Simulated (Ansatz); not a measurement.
SiH4ClF: several calculations on one system

Part 1: Relaxation

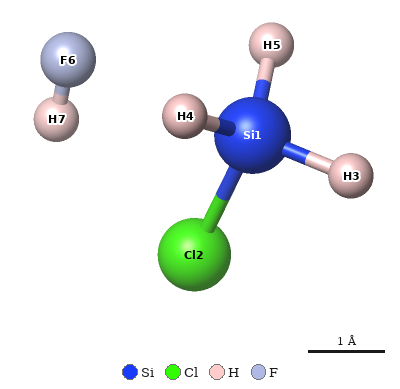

SiH4ClF, before the relaxation. The picture is a ball-and-stick view, seen at a tilt.

The run prepares an end point of a later path (reaction) calculation, from a guessed geometry.

Theory: Ansatz, RKS B3LYP-D4/def2-SVP.

Input file:
```yaml
crystal:
  periodic: [false, false, false]
  atoms:
    - { symbol: Si, position_ang: [0.230654, 0.0, -0.011825] }
    - { symbol: Cl, position_ang: [0.410595, 0.0, 2.102287] }
    - { symbol: H, position_ang: [1.642702, 0.0, -0.485434] }
    - { symbol: H, position_ang: [-0.438606, 1.239424, -0.463847] }
    - { symbol: H, position_ang: [-0.438606, -1.239424, -0.463847] }
    - { symbol: F, position_ang: [-2.419767, 0.0, 0.882581] }
    - { symbol: H, position_ang: [-2.131872, 0.0, 1.762885] }
basis:
  gaussian: { orbitals: def2-SVP }
hamiltonian:
  xc: b3lyp
  dispersion: d4
relax:
  f_tol: 0.03
  max_steps: 50
output:
  orbitals: {}
```

Run as
```bash
ansatz run input.yaml --threads 1 --pin off --max-ram 2048MiB --backend cpu --events-out ev --progress --plain --runs-dir out
```

**Where does the relaxation end?**

The energy falls by 5.96 kJ/mol in 5 accepted moves (6 points after the start). The largest force component goes from 0.37 to 0.023 eV/Å. The line search rejected the trial step at point 1 of the run. The atom that moves furthest after the best rigid fit is F6 (0.25 Å). By element the largest moves are F 0.25 Å, Cl 0.16 Å, H 0.16 Å, Si 0.06 Å. Among the contacts that change: Si1–Cl2 2.122 → 2.108 Å, F6–H7 0.926 → 0.933 Å, Si1–H3 1.489 → 1.485 Å. Bond angles that change, for instance: Cl2–Si1–H3 103.7° → 106.2°. The run took 17 s on 1 thread of Arm Neoverse V1 (shared host), peak memory 0.14 GiB.

Final geometry:

```xyz
7

Si    0.2748    0.0000   -0.0468
Cl    0.2557    0.0000    2.0613
H     1.7047    0.0000   -0.4479
H    -0.3992    1.2316   -0.5198
H    -0.3992   -1.2316   -0.5198
F    -2.6043    0.0000    1.0522
H    -1.9775    0.0000    1.7437
```

The end point in the same view:

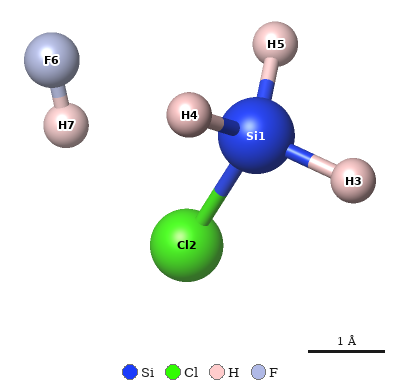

Limits of the set-up: the start holds two separate molecules, 2.6 Å apart at their closest, whose relative position is a soft coordinate.

Part 2: Relaxation

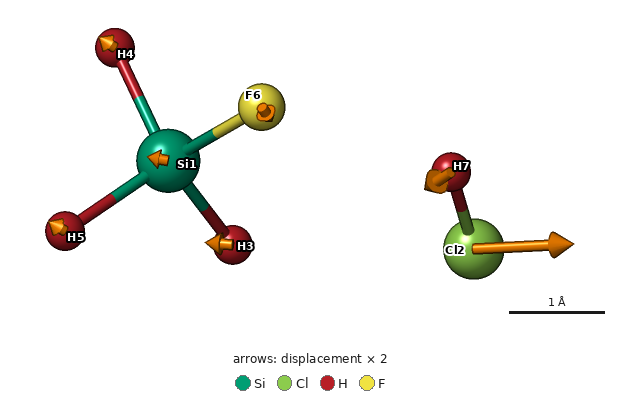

A relaxation of SiH4ClF. The starting structure is drawn; orange arrows show the displacements, magnified 2 times. The two geometries are superimposed by the best rigid fit.

Style: ball-and-stick. Shown from a free direction.

The run prepares an end point of a later path (reaction) calculation, from a guessed geometry.

Level of theory: Ansatz, RKS B3LYP-D4/def2-SVP.

Input file:
```yaml
crystal:
  periodic: [false, false, false]
  atoms:
    - { symbol: Si, position_ang: [-0.387001, 0.0, -0.432401] }
    - { symbol: Cl, position_ang: [0.159995, 0.0, 2.870842] }
    - { symbol: H, position_ang: [0.904452, 0.0, 0.285368] }
    - { symbol: H, position_ang: [-0.505612, 1.220001, -1.278377] }
    - { symbol: H, position_ang: [-0.505612, -1.220001, -1.278377] }
    - { symbol: F, position_ang: [-1.668195, 0.0, 0.552209] }
    - { symbol: H, position_ang: [-1.142928, 0.0, 2.603535] }
basis:
  gaussian: { orbitals: def2-SVP }
hamiltonian:
  xc: b3lyp
  dispersion: d4
relax:
  f_tol: 0.03
  max_steps: 50
output:
  orbitals: {}
```

Launched with:
```bash
ansatz run input.yaml --threads 1 --pin off --max-ram 2048MiB --backend cpu --events-out ev --progress --plain --runs-dir out
```

Q: Atoms of which element are displaced furthest, and by how much?

A: Chlorine: up to 0.58 Å, against 0.25 Å for hydrogen.

Q: What did the optimiser do to the structure, and how much energy did it gain?

A: After 6 accepted moves (7 points after the start) the energy has fallen by 18.7 kJ/mol. The largest force component goes from 1.1 to 0.009 eV/Å. The line search rejected the trial step at point 4 of the run. The atom that moves furthest after the best rigid fit is Cl2 (0.58 Å). By element the largest moves are Cl 0.58 Å, H 0.25 Å, F 0.13 Å, Si 0.12 Å. Some distances before and after: Cl2–H7 1.330 → 1.295 Å, Si1–F6 1.616 → 1.646 Å, Si1–H3 1.478 → 1.484 Å, Si1–H4 1.489 → 1.485 Å. Among the angles between lasting bonds that change: H3–Si1–F6 113.4° → 107.7°.

Part 3: Path

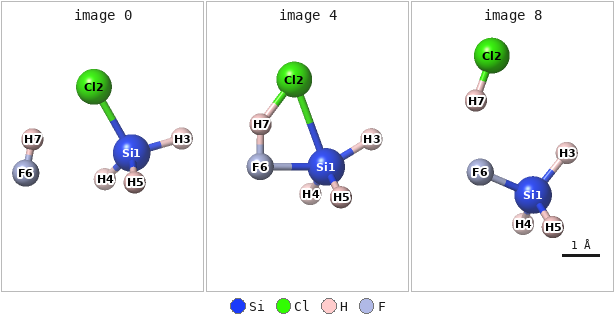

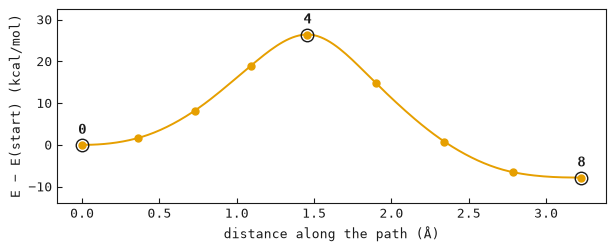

A nudged-elastic-band calculation for SiH4ClF, made up at the start of SiH$_{3}$Cl and HF. Images are numbered from 0 (start) to 8 (end). The picture is a ball-and-stick view, seen at a tilt.

Level of theory: Ansatz, RKS B3LYP-D4/def2-SVP. Set-up: 7 movable images; climbing image; force threshold 0.03 eV/Å; iteration limit 60; starting path through a guess of the saddle point.

Question: Read off the barrier and say what moves.

Answer: Breaking: F6–H7 (0.93 → 1.14 at the top → 1.95 Å), Si1–Cl2 (2.11 → 2.55 at the top → 3.98 Å). Forming: Cl2–H7 (2.26 → 1.55 at the top → 1.30 Å), Si1–F6 (3.08 → 1.89 at the top → 1.65 Å). Forward barrier 26.4 kcal/mol, backward barrier 34.2 kcal/mol, with image 4 at the top; the reaction energy is −7.8 kcal/mol. The band converged in 10 iterations. The largest component of the band force went from 4.9 to 0.016 eV/Å. The climbing image converged on the top of the path. Its vibrational analysis gives 2 imaginary modes over 30i cm⁻¹, so it isn't confirmed as a transition state.

Limits of the set-up: the start holds two separate molecules, 2.3 Å apart at their closest, whose relative position is a soft coordinate.
